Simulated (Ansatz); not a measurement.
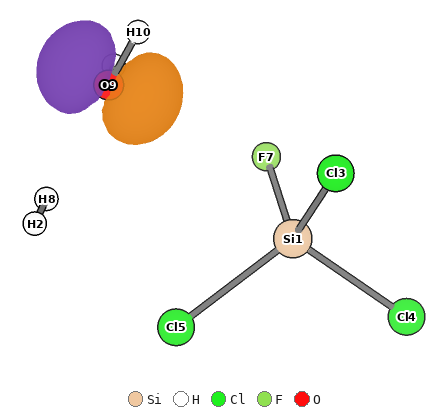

Figure 1: Cl$_{3}$FSi···H$_{2}$···H$_{2}$O. The HOMO at ±0.3 Å⁻³ᐟ² (orange and purple are the two phases), seen at an oblique angle.

The product side of a reaction path; geometry: PBE0-D4/def2-TZVP; a saddle point, not a minimum.

The calculation used RKS PBE0-D4/def2-TZVPP (Ansatz 0.2.0).

```xyz
10

Si   -1.0025   -0.3462    1.4020
H     1.0315   -1.4741   -2.7898
Cl   -2.1513    0.1438   -0.1806
Cl   -2.1864   -0.9512    2.9233
Cl    0.3206   -1.7877    0.9514
H     1.3978    1.6061    0.0309
F    -0.2346    0.9403    1.9032
H     1.1387   -0.9656   -2.2521
O     1.1073    1.1092   -0.7378
H     0.5789    1.7254   -1.2506
```

> What is the character of this orbital?

It lies mainly on O9 (about 75 %) and Cl3 (about 10 %); largely a lone pair of O9. Its energy is −9.13 eV.
